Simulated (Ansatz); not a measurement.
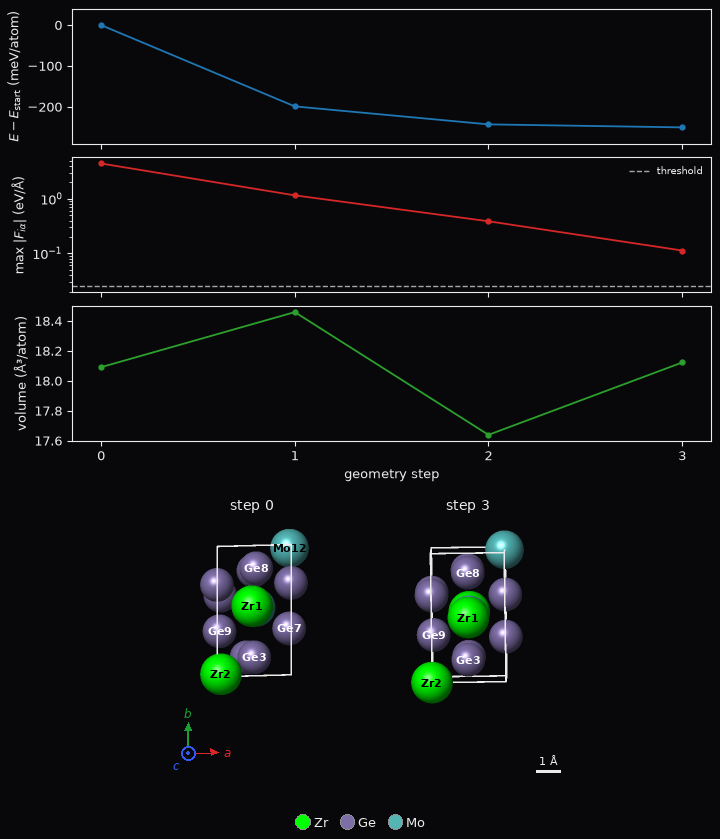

First and last geometry of a relaxation of a crystal of ZrGe$_{4}$Mo (a generated structure, set up in P1) (coarse preliminary run), with the history of the run. The picture is a spheres-only view of the cell of the calculation, seen along the c axis.

All numbers below come from DFT PBE, scalar-relativistic, plane waves, PAW in Ansatz 0.2.0.

Input file:
```yaml
crystal:
  lattice:
    - [3.1126688843, 0.0430344016, 0.0099312724]
    - [0.0745377701, 5.4768512704, 0.1022830563]
    - [0.0413726908, 0.2460095352, 12.741816443]
  atoms:
    - { symbol: Zr, position: [0.4739101874, 0.534723812, -0.000380522] }
    - { symbol: Zr, position: [0.0529653449, 1.0187260051, -0.0100416684] }
    - { symbol: Ge, position: [0.5017293397, 0.1421083422, 0.8250926584] }
    - { symbol: Ge, position: [0.9987563876, 0.7054561298, 0.8425567249] }
    - { symbol: Ge, position: [0.3979706555, 0.1439717119, 0.3518084732] }
    - { symbol: Ge, position: [1.0451628651, 0.6214426832, 0.3649785794] }
    - { symbol: Ge, position: [0.9725851645, 0.3557873461, 0.6669498067] }
    - { symbol: Ge, position: [0.5276534004, 0.8252177064, 0.6251165091] }
    - { symbol: Ge, position: [1.0325969125, 0.3488768085, 0.1757462906] }
    - { symbol: Ge, position: [0.4911750256, 0.8065803264, 0.1649156042] }
    - { symbol: Mo, position: [0.5274509469, 0.5243145083, 0.4991882546] }
    - { symbol: Mo, position: [-0.0219562299, -0.0272053799, 0.4940692892] }
basis:
  ecutwfc: 420
kpoints:
  mp_grid: { grid: [8, 4, 2] }
hamiltonian:
  xc: pbe
scf:
  occupations: { method: gaussian, width: 0.2 }
  lower_state_search: "off"
output:
  forces: true
  stress: true
  eigenvalues: true
relax:
  adjacent_minimum: "off"
  f_tol: 0.025
  max_steps: 60
  cell: { stress_tol: 0.25 }
```

Command:
```bash
ansatz run input.yaml --threads 1 --pin off --max-ram 2560MiB --backend cpu --events-out ev --progress --plain --runs-dir out
```

Q: What do the curves and the structures tell?

A: The run was cut off at its time limit before the relaxation converged, so the last structure is only a point on the way. After 3 geometry steps the energy has fallen by 250 meV per atom. Largest force component: 4.4 eV/Å at the start, 0.11 eV/Å at the end. The pressure goes from 9.91 to −0.49 GPa. The largest move relative to the cell is that of Ge6, 0.34 Å along [−3 3 −1]. By element the largest moves are Ge 0.34 Å, Zr 0.24 Å, Mo 0.18 Å. The volume changes by +0.2 %, with a 3.113 → 3.102 Å (−0.4 %), b 5.478 → 5.421 Å (−1.0 %), c 12.744 → 12.933 Å (+1.5 %), α 87.8° → 90.0°, β 89.6° → 90.0°, γ 88.4° → 90.0°. Among the contacts that change: Ge7–Mo12 3.099 → 2.640 Å, Ge4–Ge8 3.268 → 2.857 Å, Ge3–Ge4 3.505 → 3.151 Å, Ge3–Ge4 (another image) 3.436 → 3.109 Å. Among the angles between lasting bonds that change: Ge9–Ge6–Mo12 162.2° → 176.1°, Zr1–Ge3–Ge7 103.1° → 115.2°, Ge9–Ge6–Mo11 121.8° → 109.9°. The space group stays P1 (No. 1). Cost: 9 min on 1 thread of Intel(R) Xeon(R) Processor @ 2.50GHz (Skylake/Cascade Lake) (shared host), peak memory 0.87 GiB.
